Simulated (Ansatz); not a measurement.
Breaking a bond in [HSO2]− (SMILES O=[SH][O-])

The species is [HSO2]− (4 atoms), meant as a singlet with charge -1. SMILES: `O=[SH][O-]`. The O3–S2 distance was set to 1.857 Å, away from the relaxed value.

```xyz
4

O    -1.4999    0.2404    0.5861
S    -0.5007   -0.1332   -0.4470
O     1.0075   -0.9412    0.2745
H     0.0881    1.3188   -0.8464
```

The S2–O3 distance is scanned; the parts on either side stay rigid. Basis STO-3G, 7 core orbitals frozen in the correlated methods; program Ansatz 0.2.0. FCI is exact within this basis and core. Energies in eV from each method's value at 1.857 Å; methods without a U are spin-restricted; a dash marks a point that is missing or didn't converge. The set has no diffuse functions, which an anion needs. The shape above is that at 1.857 Å.

```csv
distance (Å),B2PLYP,CCSD,CCSD(T),BCCD(T),CCSDT(Q),CCSDTQ,FCI
1.486,0.46,0.76,0.72,0.71,0.75,0.75,0.75
1.857,0.00,0.00,0.00,0.00,0.00,0.00,0.00
2.228,1.17,1.21,1.20,1.20,1.20,1.21,1.22
2.971,2.66,2.89,2.91,2.92,2.90,2.96,2.96
3.714,2.76,–,–,–,–,–,3.26
```

Departure from the FCI curve at its largest: B2PLYP -0.50 eV at 3.71 Å; CCSD -0.07 eV at 2.97 Å; CCSD(T) -0.05 eV at 2.97 Å; BCCD(T) -0.04 eV at 2.97 Å; CCSDT(Q) -0.06 eV at 2.97 Å; CCSDTQ within 0.005 eV. For the functionals part of the departure is owed to the small basis.

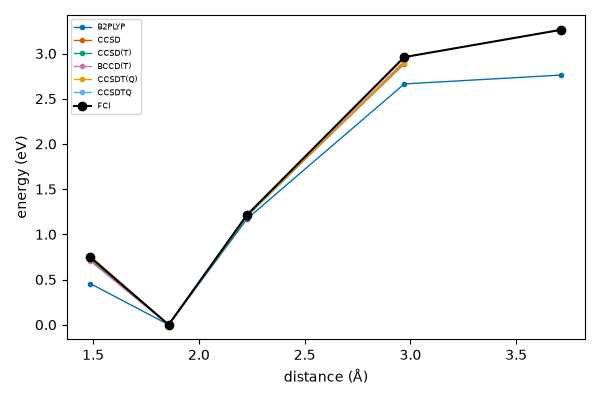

The curves of the table.
